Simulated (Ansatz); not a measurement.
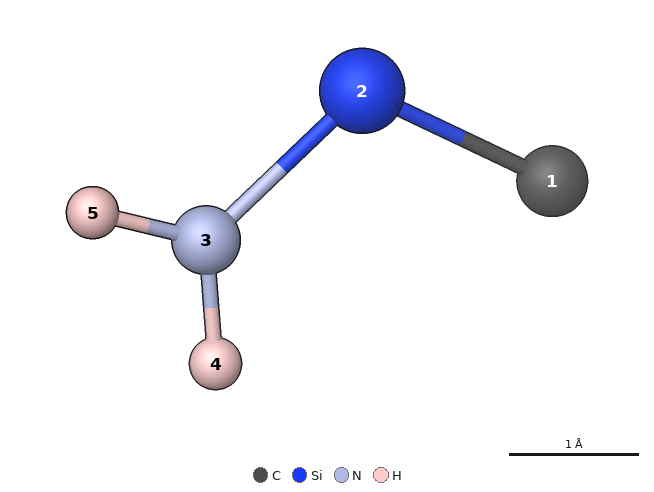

Orthographic view with a scale bar. State: neutral, doublet. The computed structure is the end point of a PBE0-D4/def2-TZVP optimisation. No frequency run is at hand to confirm it as a minimum.

Write Cartesian coordinates in Å in the frame of the picture: x to the right, y up, z towards the viewer, origin at the mean of the atomic positions.

```xyz
5
CH2NSi
C    2.08   0.29  -0.79
Si   0.60   0.99   0.01
N   -0.62  -0.18   0.21
H   -0.55  -1.14  -0.07
H   -1.51   0.04   0.64
```
